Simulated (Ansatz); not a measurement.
## Response to strain in InAgTe2

Take InAgTe₂ in the chalcopyrite structure (space group I-42d, No. 122; a = 6.5687 Å, c = 12.9994 Å) as the base. Axes: x, y, z lie along a, b, c of the conventional cell.

Strains are applied to the cell and any free atomic positions relax.

Calculations: DFT with PBE, PAW potentials and a 420 eV plane-wave cutoff in Ansatz (an electronic-structure program), scalar-relativistic without spin-orbit coupling.

Notes on the quantities. energy relative to the base: free energy F.

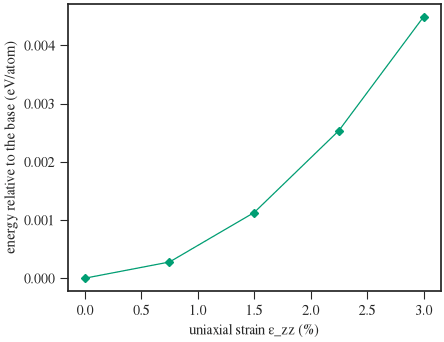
Figure. Energy relative to the base against uniaxial strain ε_zz

Question: From the plot, what is the energy relative to the base for uniaxial strain ε_zz = +0.75 %?

Answer: About 0.0003 eV/atom.

Question: Is the trend monotonic over the range shown?

Answer: Yes, it rises throughout, spanning 0 meV/atom to +4.5 meV/atom.

Whether these cells are dynamically stable was not tested. The final runs are not spin-polarised.
